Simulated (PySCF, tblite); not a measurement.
**C5H14SSi: infrared bands, NMR shifts and electronic excitations in gas and solvents**

Aim: compute the infrared bands, NMR shifts and electronic excitations of C5H14SSi (`CS[SiH2]C(C)(C)C`), and see what a dielectric continuum does where one was used.

Programs: tblite 0.8.0 and PySCF 2.14.0, with density-fitted response routines of our own. Each step states its level of theory. These are calculated values for one molecule, in the gas phase or a continuum, unless marked as measured. Atoms count from 0, in the outputs and in this text.

## 1. Starting geometry

21 atoms, charge 0, multiplicity 1; geometry from: force field or distance geometry start.

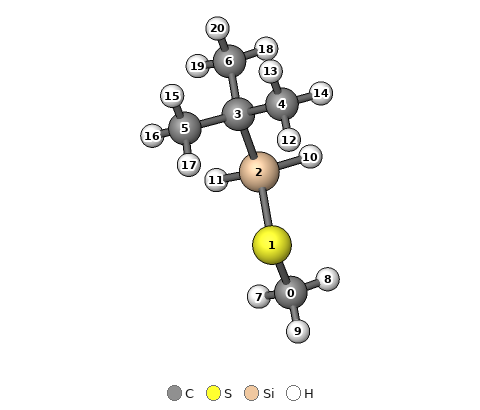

As it starts; carbon grey, sulfur yellow, silicon light orange, hydrogen white, atoms numbered.

## 2. Geometry optimisation with GFN2-xTB

The job: settings as JSON, then the geometry in Å.

```
{"job": {"kind": "relax", "xc": "GFN2-xTB", "basis": "xTB"}, "charge": 0, "multiplicity": 1}
C      3.606900     0.792200    -0.960900
S      2.272400     0.561500     0.237200
Si     0.584800     0.080900    -0.974200
C     -0.996900    -0.209900     0.138200
C     -1.337500     1.043200     0.978400
C     -0.768000    -1.398500     1.114000
C     -2.213900    -0.553500    -0.749300
H      3.771200    -0.113900    -1.533500
H      3.362800     1.613000    -1.640200
H      4.520200     1.042600    -0.430100
H      0.319700     1.218400    -1.900300
H      0.873300    -1.144500    -1.756000
H     -0.531300     1.312900     1.669300
H     -2.233600     0.886600     1.572200
H     -1.523900     1.919400     0.325900
H     -1.659100    -1.588200     1.734900
H     -0.526000    -2.319100     0.579700
H      0.061600    -1.203600     1.808900
H     -2.443600     0.261900    -1.436400
H     -2.034100    -1.459900    -1.333500
H     -3.113800    -0.724200    -0.133800
```

Launch:

```console
OMP_NUM_THREADS=1 python probes_run.py task.json out
```

One launch serves the whole session: the jobs run in the order shown.

Output:

```text
step      E/eV     max force
  0    -621.49515    0.991
  1    -621.53400    0.612
  2    -621.55796    0.281
  3    -621.56677    0.262
  4    -621.57496    0.283
  5    -621.58086    0.255
  6    -621.58515    0.179
  7    -621.58758    0.183
  8    -621.58981    0.159
  9    -621.59191    0.098
 10    -621.59403    0.102
 11    -621.59601    0.146
 12    -621.59802    0.172
 13    -621.60048    0.144
 14    -621.60361    0.128
 15    -621.60671    0.111
 16    -621.60881    0.109
 17    -621.60990    0.092
 18    -621.61064    0.080
 19    -621.61145    0.097
 20    -621.61219    0.084
 21    -621.61275    0.053
 22    -621.61319    0.045
 23    -621.61357    0.043
 24    -621.61386    0.039
 25    -621.61401    0.024
 26    -621.61408    0.019
 27    -621.61412    0.017
 28    -621.61415    0.013
 29    -621.61417    0.012
 30    -621.61420    0.014
 31    -621.61423    0.018
 32    -621.61427    0.015
 33    -621.61430    0.013
 34    -621.61431    0.009
```

Wall time 0.52 s (1 thread of Arm Neoverse N1, shared host); peak memory 0.18 GiB.

Along the way: (not every step is listed)

| step | energy from step 0 (eV) | largest force (eV/Å) |
| --- | --- | --- |
| 0 | 0.0000 | 0.9908 |
| 1 | -0.0389 | 0.6116 |
| 2 | -0.0628 | 0.2813 |
| 3 | -0.0716 | 0.2622 |
| 4 | -0.0798 | 0.2833 |
| 5 | -0.0857 | 0.2553 |
| 6 | -0.0900 | 0.1792 |
| 7 | -0.0924 | 0.1825 |
| 8 | -0.0947 | 0.1587 |
| 10 | -0.0989 | 0.1019 |
| 12 | -0.1029 | 0.1721 |
| 14 | -0.1085 | 0.1275 |
| 16 | -0.1137 | 0.1091 |
| 18 | -0.1155 | 0.0801 |
| 20 | -0.1170 | 0.0835 |
| 22 | -0.1180 | 0.0446 |
| 24 | -0.1187 | 0.0392 |
| 26 | -0.1189 | 0.0193 |
| 28 | -0.1190 | 0.0126 |
| 29 | -0.1190 | 0.0121 |
| 30 | -0.1191 | 0.0142 |
| 31 | -0.1191 | 0.0181 |
| 32 | -0.1191 | 0.0154 |
| 33 | -0.1191 | 0.0127 |
| 34 | -0.1192 | 0.0091 |

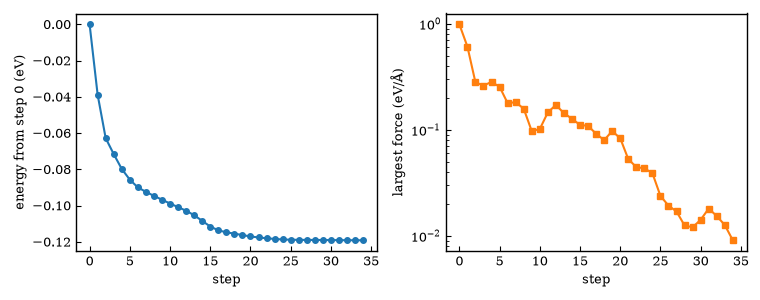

Energy and largest force along the relaxation.

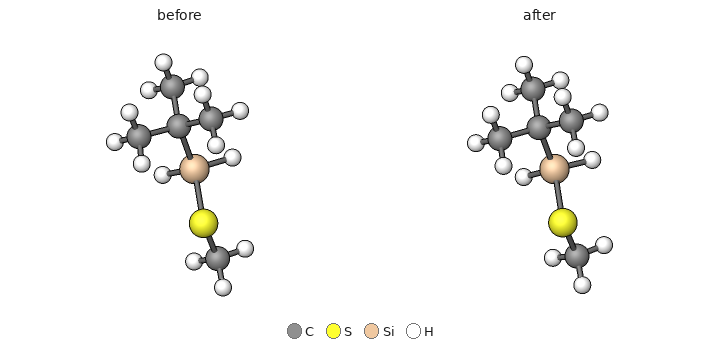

Before and after, at one scale.

Close pairs (by a distance rule), those that changed most:

| bond | before (Å) | after (Å) | change (Å) |
| --- | --- | --- | --- |
| Si2–C3 | 1.955 | 1.907 | -0.049 |
| C3–C5 | 1.555 | 1.529 | -0.025 |
| Si2–H10 | 1.491 | 1.465 | -0.025 |
| C4–H14 | 1.108 | 1.088 | -0.020 |
| C3–C6 | 1.545 | 1.527 | -0.018 |
| C3–C4 | 1.547 | 1.529 | -0.017 |
| Si2–H11 | 1.482 | 1.465 | -0.017 |
| C6–H20 | 1.104 | 1.090 | -0.014 |

The next job starts from the end point, and lists it.

## 3. Harmonic vibrations with GFN2-xTB

The job: settings as JSON, then the geometry in Å.

```
{"job": {"kind": "ir", "xc": "GFN2-xTB", "basis": "xTB"}, "charge": 0, "multiplicity": 1}
C      3.488246     0.769425    -0.945327
S      2.207301     0.548074     0.322587
Si     0.551433     0.080725    -0.954081
C     -0.980404    -0.212579     0.142554
C     -1.298719     1.041910     0.957127
C     -0.732236    -1.378169     1.100952
C     -2.169339    -0.544185    -0.756026
H      3.612120    -0.152766    -1.503567
H      3.205809     1.578739    -1.610583
H      4.407188     1.017011    -0.425364
H      0.363718     1.209873    -1.868665
H      0.909583    -1.111680    -1.726521
H     -0.466277     1.294715     1.610692
H     -2.181583     0.879743     1.575475
H     -1.493984     1.890776     0.304610
H     -1.611093    -1.553868     1.721147
H     -0.516524    -2.293652     0.553355
H      0.109339    -1.162549     1.756164
H     -2.375923     0.272294    -1.444528
H     -1.975021    -1.439165    -1.343015
H     -3.062554    -0.717729    -0.156510
```

Output:

```text
mode    cm-1     km/mol
  1      37.1      5.13
  2      50.3      0.19
  3      92.8      1.73
  4     121.1      0.05
  5     183.0      0.95
  6     212.5      0.09
  7     227.6      0.05
  8     243.5      0.70
  9     265.7      0.06
 10     267.4      0.22
 11     366.9      2.12
 12     370.8      1.11
 13     391.0      2.36
 14     488.4     78.02
 15     529.0     57.97
 16     574.3      1.57
 17     628.4      6.61
 18     719.8    375.65
 19     732.4     64.85
 20     784.7    217.64
 21     893.8     23.27
 22     948.2      0.00
 23     958.9      5.46
 24     968.2      0.04
 25     973.7      0.43
 26     975.0      0.54
 27    1036.2      5.07
 28    1036.6      4.69
 29    1224.9      0.23
 30    1227.1      1.49
 31    1240.1      6.97
 32    1322.9      2.98
 33    1412.0      5.57
 34    1414.2      3.81
 35    1434.4      1.63
 36    1455.6      3.77
 37    1459.5      7.86
 38    1496.4      0.11
 39    1498.5      0.01
 40    1501.1      1.20
 41    1512.0      4.89
 42    1514.7      4.42
 43    1517.6      3.53
 44    2229.2    391.82
 45    2254.0    139.64
 46    2999.0      0.71
 47    3000.7      3.66
 48    3006.5    150.82
 49    3018.0      1.78
 50    3022.8     11.84
 51    3026.0     81.84
 52    3029.8     21.54
 53    3031.8      5.79
 54    3032.9     71.41
 55    3034.9     10.49
 56    3038.2     11.23
 57    3062.6      1.92
```

It took 1.5 s on 1 thread of Arm Neoverse N1, shared host; peak memory 0.18 GiB.

The strongest bands and the atoms that carry them (share of the mass-weighted mode):

| cm⁻¹ | km/mol | atoms |
| --- | --- | --- |
| 488 | 78.0 | H10 32 %, H11 32 %, Si2 20 % |
| 720 | 375.6 | H10 33 %, H11 33 %, Si2 18 % |
| 785 | 217.6 | H11 47 %, H10 47 % |
| 2229 | 391.8 | H11 48 %, H10 47 % |
| 2254 | 139.6 | H10 50 %, H11 48 % |
| 3006 | 150.8 | H20 41 %, H15 26 %, H13 21 % |
| 3026 | 81.8 | H18 31 %, H19 29 % |
| 3033 | 71.4 | H19 25 %, H18 24 %, H12 21 %, H17 21 % |

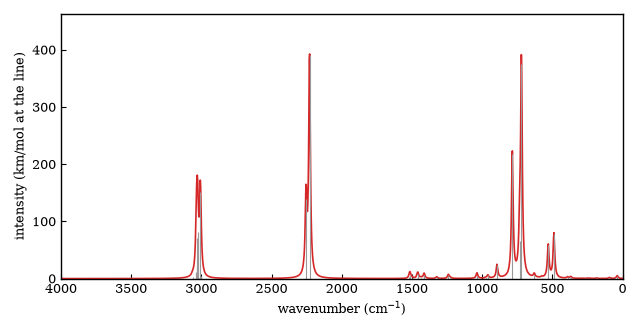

The infrared spectrum from these modes, unscaled. Lines are broadened to a width of 14 cm⁻¹ (Lorentzian).

## 4. Relaxing the molecule at PBE0-D3(BJ)/def2-SVP

The job: settings as JSON, then the geometry in Å.

```
{"job": {"xc": "PBE0", "basis": "def2-SVP", "d3": "d3bj", "grid": 1, "shake": 0.01, "kind": "geom"}, "charge": 0, "multiplicity": 1}
C      3.508660     0.743870    -0.941150
S      2.201620     0.543550     0.320430
Si     0.531230     0.078410    -0.962730
C     -0.947170    -0.210320     0.139030
C     -1.301530     1.035230     0.946580
C     -0.736140    -1.373350     1.098570
C     -2.159760    -0.546180    -0.755780
H      3.627580    -0.147310    -1.508620
H      3.203980     1.584140    -1.591230
H      4.404490     1.014580    -0.415340
H      0.354850     1.206960    -1.859840
H      0.915390    -1.110760    -1.719820
H     -0.494560     1.304930     1.601100
H     -2.198270     0.882510     1.582480
H     -1.498430     1.880010     0.304870
H     -1.611620    -1.539810     1.728620
H     -0.514590    -2.282540     0.551300
H      0.100080    -1.156710     1.761990
H     -2.378070     0.264470    -1.442240
H     -1.999960    -1.432260    -1.338100
H     -3.078940    -0.717120    -0.166150
```

Output:

```text
step   0  E = -885.81978114  max force = 0.033397
step   1  E = -885.82752868  max force = 0.005541
step   2  E = -885.82769671  max force = 0.001209
step   3  E = -885.82771085  max force = 0.000415
optimisation converged
```

Run time: 1.7 min. Hardware: 1 thread of Arm Neoverse N1, shared host; peak memory 0.74 GiB.

Relaxation path:

| step | energy from step 0 (eV) | largest force component (eV/Å) |
| --- | --- | --- |
| 0 | 0.0000 | 1.7173 |
| 1 | -0.2108 | 0.2849 |
| 2 | -0.2154 | 0.0622 |
| 3 | -0.2158 | 0.0213 |

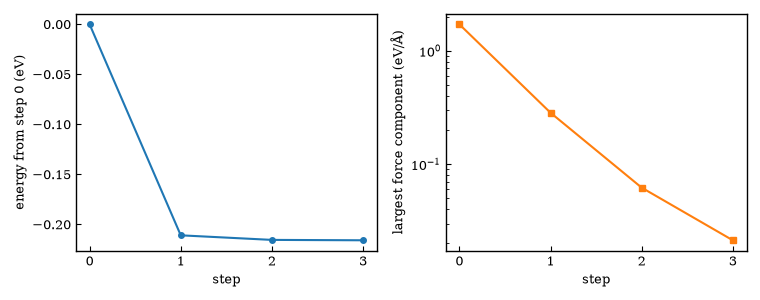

Energy and force, step by step.

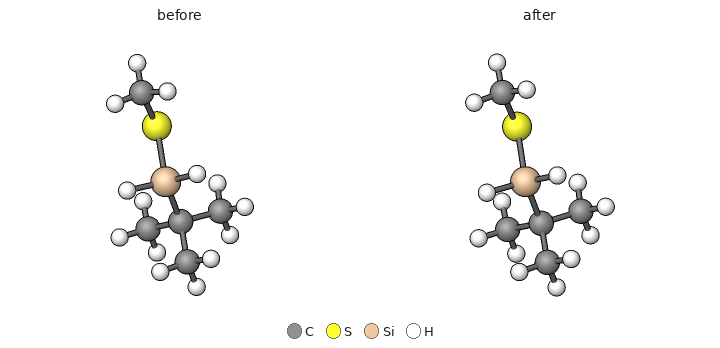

Before and after, at one scale.

Close pairs (by a distance rule), those that changed most:

| bond | before (Å) | after (Å) | change (Å) |
| --- | --- | --- | --- |
| Si2–H10 | 1.452 | 1.500 | +0.047 |
| Si2–H11 | 1.461 | 1.500 | +0.039 |
| C0–H7 | 1.063 | 1.099 | +0.036 |
| Si2–C3 | 1.866 | 1.900 | +0.033 |
| C6–H19 | 1.072 | 1.102 | +0.030 |
| C4–H12 | 1.073 | 1.101 | +0.028 |
| C0–H9 | 1.073 | 1.098 | +0.025 |
| C4–H14 | 1.079 | 1.102 | +0.023 |

The end geometry stands in the next job.

| at the end point | value |
| --- | --- |
| point group (found at 0.08 Å tolerance) | Cs |
| rotational constants (GHz, main isotopes) | 3.311, 0.949, 0.895 |
| dipole moment (D) | 0.89 |

## 5. NMR shieldings: PBE0/pcSseg-1

The job: settings as JSON, then the geometry in Å.

```
{"job": {"kind": "nmr", "xc": "PBE0", "basis": "pcSseg-1"}, "charge": 0, "multiplicity": 1}
C      3.416423     0.453163    -0.470175
S      2.099507     0.232875     0.768121
Si     0.454745    -0.237294    -0.529532
C     -1.083740    -0.527461     0.546514
C     -1.391813     0.741271     1.346994
C     -0.826549    -1.700648     1.496684
C     -2.254002    -0.855359    -0.386155
H      3.587853    -0.469805    -1.041888
H      3.184449     1.277924    -1.159524
H      4.333997     0.701321     0.079709
H      0.227776     0.890073    -1.492006
H      0.776881    -1.458069    -1.339056
H     -0.561141     1.016593     2.015405
H     -2.289196     0.587325     1.972008
H     -1.589561     1.602076     0.688403
H     -1.717963    -1.886053     2.121573
H     -0.606587    -2.630478     0.948074
H      0.020838    -1.503091     2.171795
H     -2.464235    -0.032403    -1.088279
H     -2.066170    -1.765736    -0.977916
H     -3.171959    -1.028988     0.202822
```

Level: GIAO PBE0/pcSseg-1 NMR shielding, non-relativistic, gas phase.

Output:

```text
coarse grid: 17360 points
cycle   1  E = -886.0156379599  dE =  2.839e-01  |g| = 4.193e-01  |ddm| = 3.853e+00
cycle   2  E = -886.0028589702  dE =  1.278e-02  |g| = 4.829e-01  |ddm| = 9.316e-01
cycle   3  E = -886.0648881465  dE = -6.203e-02  |g| = 4.945e-02  |ddm| = 5.184e-01
cycle   4  E = -886.0653420131  dE = -4.539e-04  |g| = 2.531e-02  |ddm| = 7.031e-02
cycle   5  E = -886.0654908233  dE = -1.488e-04  |g| = 4.688e-03  |ddm| = 2.620e-02
cycle   6  E = -886.0654960973  dE = -5.274e-06  |g| = 1.481e-03  |ddm| = 7.333e-03
final grid: 154920 points
cycle   7  E = -886.1102754259  dE = -3.684e-05  |g| = 1.045e-02  |ddm| = 3.235e-02
cycle   8  E = -886.1102586742  dE =  1.675e-05  |g| = 1.318e-02  |ddm| = 2.046e-02
cycle   9  E = -886.1103034320  dE = -4.476e-05  |g| = 6.540e-04  |ddm| = 1.182e-02
cycle  10  E = -886.1103035223  dE = -9.037e-08  |g| = 2.160e-04  |ddm| = 7.629e-04
cycle  11  E = -886.1103035327  dE = -1.041e-08  |g| = 4.155e-05  |ddm| = 1.739e-04
cycle  12  E = -886.1103035331  dE = -3.574e-10  |g| = 1.887e-05  |ddm| = 6.687e-05
converged SCF energy = -886.1103035331

GIAO shielding tensors (ppm)
atom      isotropic    diamagn.    paramagn.     s11        s22        s33       span
  0 C      170.737     248.885     -78.148    158.971    163.257    189.983     31.012
  1 S      722.014    1060.965    -338.951    623.099    644.453    898.489    275.390
  2 Si     349.079     882.183    -533.103    309.755    315.294    422.189    112.434
  3 C      165.586     248.917     -83.331    161.426    166.215    169.116      7.690
  4 C      155.945     248.419     -92.474    141.432    143.282    183.121     41.689
  5 C      155.928     247.521     -91.593    141.349    143.261    183.172     41.823
  6 C      156.022     247.406     -91.384    139.955    141.695    186.415     46.460
  7 H       29.412      29.012       0.401     23.615     27.299     37.323     13.708
  8 H       29.397      29.455      -0.057     23.599     27.273     37.320     13.721
  9 H       29.209      27.593       1.616     23.271     26.199     38.157     14.886
 10 H       26.757      31.480      -4.723     23.170     25.879     31.222      8.052
 11 H       26.760      31.530      -4.770     23.184     25.880     31.216      8.032
 12 H       29.903      31.660      -1.758     24.537     30.133     35.038     10.501
 13 H       30.475      31.168      -0.693     26.745     27.874     36.807     10.062
 14 H       30.223      31.430      -1.207     26.350     27.631     36.687     10.337
 15 H       30.475      30.547      -0.072     26.747     27.872     36.805     10.058
 16 H       30.221      30.658      -0.437     26.336     27.642     36.686     10.350
 17 H       29.894      30.999      -1.105     24.551     30.094     35.036     10.485
 18 H       30.198      30.639      -0.442     25.966     27.848     36.779     10.813
 19 H       30.201      30.549      -0.347     25.983     27.837     36.784     10.801
 20 H       30.321      30.357      -0.036     26.671     27.625     36.667      9.996
```

Run time: 78 s. Hardware: 1 thread of Arm Neoverse N1, shared host; peak memory 0.89 GiB.

Shifts follow as δ = σ(reference) − σ, with reference shieldings (ppm) from runs at the same level and on the same kind of geometry: ¹H TMS 31.27, ¹³C TMS 184.4, ²⁹Si TMS 352.0, ³³S CS2 496. The references are single molecules in the gas phase. Atoms listed in one row are averaged.

| atoms | environment | σ (ppm) | δ (ppm) | δ scaled to CDCl3 |
| --- | --- | --- | --- | --- |
| C4, C5, C6 | methyl carbon | 156.0 | 28.4 | 27.1 |
| C3 | fully substituted sp3 carbon bonded to Si | 165.6 | 18.8 | 17.8 |
| C0 | methyl carbon bonded to S | 170.7 | 13.7 | 9.2 |
| H10, H11 | hydrogen on a silicon bonded to C, S | 26.76 | 4.51 | – |
| H7, H8, H9 | hydrogen on a methyl carbon bonded to S | 29.34 | 1.93 | 2.04 |
| H12, H13, H14, H15, H16 and 4 more | hydrogen on a methyl carbon | 30.21 | 1.05 | 1.22 |
| S1 | sulfur bonded to C, Si | 722 | -226 | – |
| Si2 | silicon bonded to C, S, 2 H | 349.1 | 2.9 | – |

The scaled column applies a straight-line fit of computed shieldings to shifts measured in CDCl3, with any fitted terms for Cl, Br or S neighbours (root-mean-square error 0.21 ppm for H, 2.0 ppm for C).

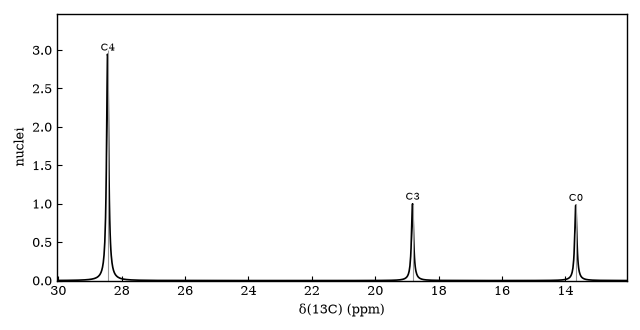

¹³C lines at the computed shifts, without couplings. Lines are broadened to a width of 0.08 ppm (Lorentzian).

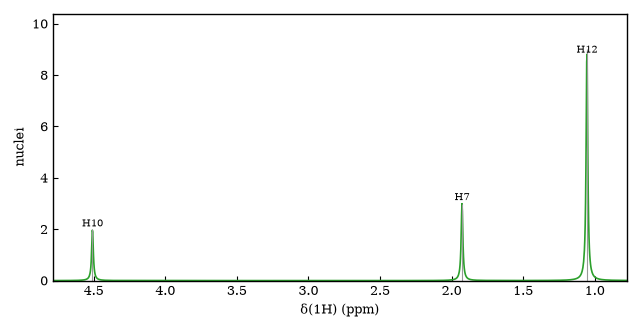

¹H lines at the computed shifts, without couplings. Lines are broadened to a width of 0.01 ppm (Lorentzian).

Charges from the same density, by scheme (e):

| atoms | Mulliken | IAO | Hirshfeld | ESP fit |
| --- | --- | --- | --- | --- |
| C0 | -0.41 | -0.49 | -0.11 | -0.33 |
| S1 | -0.31 | -0.18 | -0.09 | -0.25 |
| Si2 | 0.61 | 0.66 | 0.30 | 0.09 |
| C3 | -0.76 | -0.20 | -0.06 | 0.55 |
| C4, C5, C6 | -0.19 | -0.41 | -0.12 | -0.50 |

Mulliken charges:

C0 -0.41; S1 -0.31; Si2 0.61; C3 -0.76; C4 -0.19; C5 -0.19; C6 -0.19; H7 0.16; H8 0.16; H9 0.16; H10 -0.06; H11 -0.06; H12 0.13; H13 0.11; H14 0.12; H15 0.11; H16 0.12; H17 0.13; H18 0.12; H19 0.12; H20 0.12

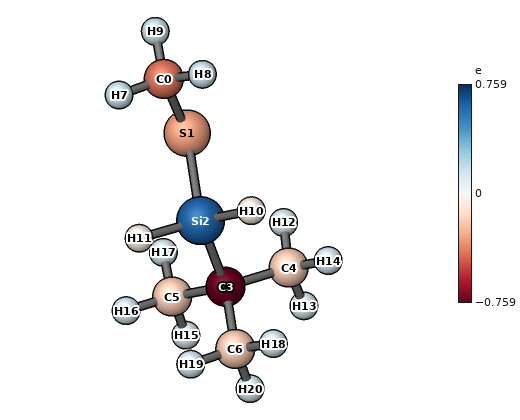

Mulliken charges, as colours on the atoms.

Mayer bond orders: C0–S1 1.00, S1–Si2 0.96, Si2–C3 0.87, C3–C4 1.00, C3–C5 1.00, C3–C6 1.01.

Orbitals, density, ELF and potential are computed afterwards from the orbital file.

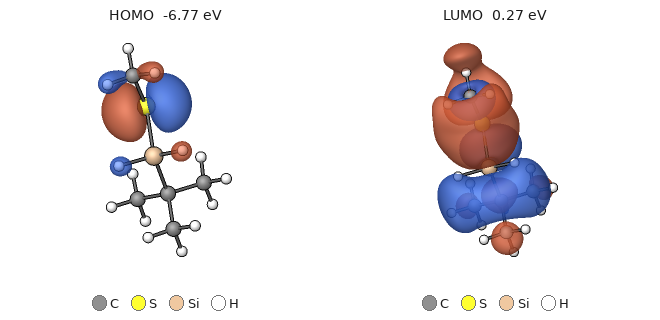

PBE0/pcSseg-1 orbitals near the gap, drawn at the value that encloses 70 % of each; the two colours are the two signs.

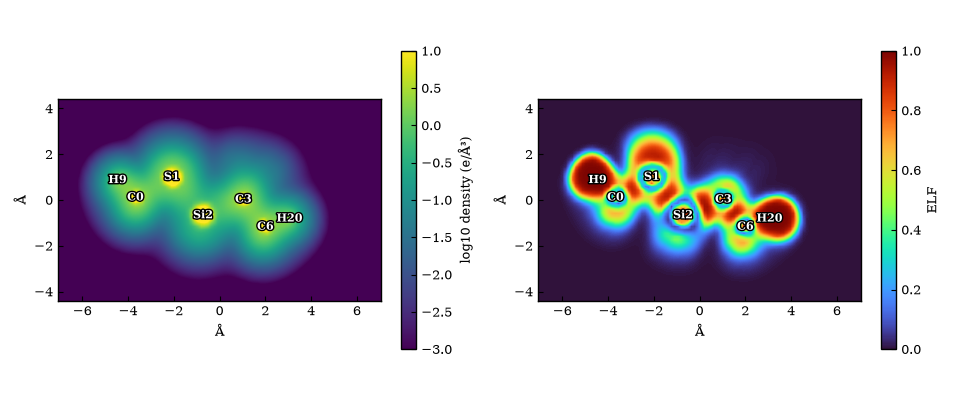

Density (left) and ELF (right) in a plane through or near 7 of the atoms.

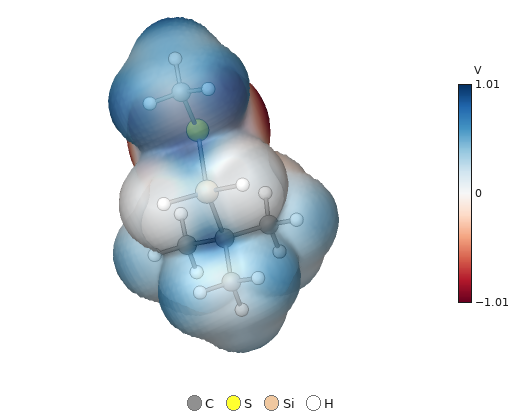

The potential that a unit positive charge feels on the 0.002 e/bohr³ surface, from -1.01 V near S1 to 0.80 V near H9.

[end of part 1 of 2]
